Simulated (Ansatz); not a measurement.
# C₈H₂₀O₄W (triplet): what the fields show

```
atom    x (Å)    y (Å)    z (Å)
   C  -0.7853   2.1443   1.1485
   C   0.1720   2.1362   2.3355
   C   1.3698   1.5242  -2.4437
   C   2.0789   0.3064  -3.0287
   C   2.1626  -2.0768   1.2237
   C   1.4600  -1.8013   2.5460
   C  -2.7852  -1.3331  -0.2768
   C  -3.7034  -0.7832  -1.3594
   O  -1.0687   0.8382   0.6680
   O   0.8295   1.3178  -1.1461
   O   1.5070  -1.4829   0.1179
   O  -1.4374  -1.3877  -0.7331
   W   0.1118  -0.3097  -0.3663
   H  -1.7595   2.5919   1.4492
   H  -0.3615   2.7627   0.3251
   H   0.3245   3.1633   2.7262
   H   1.1640   1.7384   2.0346
   H  -0.2216   1.5044   3.1581
   H   2.0837   2.3759  -2.3680
   H   0.5531   1.8545  -3.1281
   H   2.5038   0.5446  -4.0255
   H   1.3775  -0.5458  -3.1624
   H   2.9062  -0.0295  -2.3708
   H   3.2095  -1.6976   1.2518
   H   2.2169  -3.1723   1.0335
   H   2.0018  -2.2933   3.3791
   H   0.4207  -2.1888   2.5309
   H   1.4165  -0.7132   2.7556
   H  -2.8452  -0.7011   0.6373
   H  -3.0849  -2.3701  -0.0023
   H  -4.7592  -0.7875  -1.0184
   H  -3.6333  -1.3903  -2.2846
   H  -3.4250   0.2614  -1.6068
```

Geometry: PBE-D3(BJ)/def2-SVP; core potentials replace the inner electrons of W.

Computed with Ansatz, isolated molecule in a Gaussian basis; Kohn-Sham density functional theory, functional PBE0.

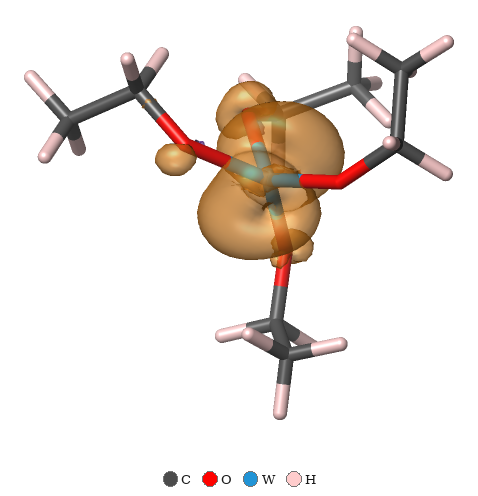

Figure 1. Isosurfaces of the spin density at +0.05 (orange) and −0.05 e/Å³ (purple), seen across its widest extent.

### Which atoms carry the spin?

The unpaired spin (2 electrons) lies mostly on W13 (about 1.6) and O9 (about 0.1), in electrons by Hirshfeld's partition.

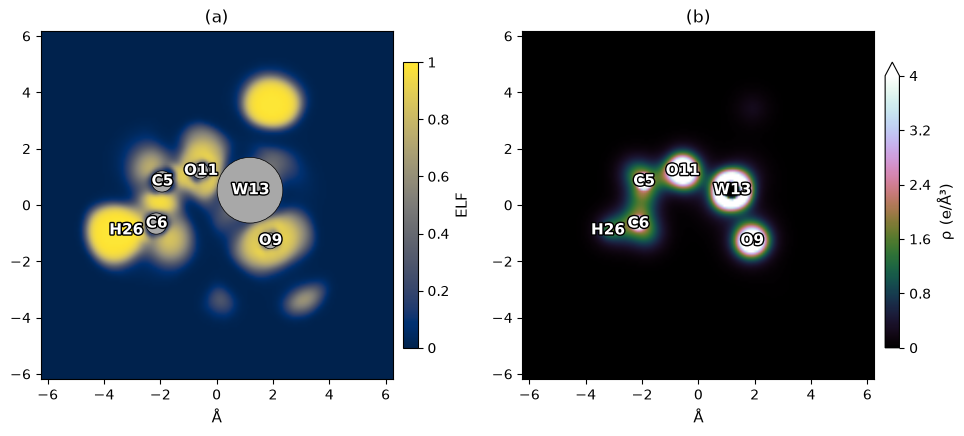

Figure 2. (a) electron localisation function; (b) electron density on the plane of atoms C5, O11 and W13. Grey discs cover the atomic cores in the ELF map.

### What do the fields say about this system?

Atoms in the plane: C, O, W and H. C–O (1.42 Å): the density is about 2 e/Å³ at the midpoint, with its minimum of 1.6 e/Å³ about 0.5 Å from C; the ELF peaks at about 0.90 between the atoms (a shared but strongly polarised pair). C–C (1.52 Å): the density is about 1.7 e/Å³ at the midpoint; the ELF peaks at about 0.95 between the atoms (localised, covalent bonding). W–O (1.89 Å): ρ is about 1.1 e/Å³ halfway; the ELF peaks at about 0.80 in the valence shell of O, 0.5 Å from its nucleus, and drops to about 0.25 between the two atoms. C–H (1.11 Å): ρ is about 1.9 e/Å³ halfway; the ELF climbs to about 1 towards the hydrogen, as it does in any bond to H (an ordinary covalent bond to hydrogen). W–O (1.94 Å): ρ is about 0.94 e/Å³ halfway; the ELF peaks at about 0.85 in the valence shell of O, 0.6 Å from its nucleus, and drops to about 0.20 between the two atoms.

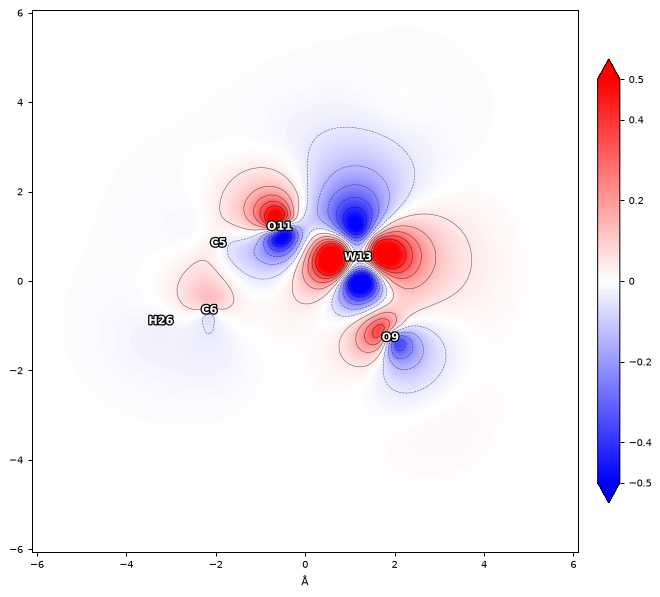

Figure 3. The LUMO (α) on the plane of atoms C5, O11 and W13 (values in Å⁻³ᐟ²; the overall sign is arbitrary).

### What is the character of this orbital?

It lies mainly on W13 (about 65 %), O11 (about 10 %) and O9 (about 10 %). Its energy is −0.66 eV.
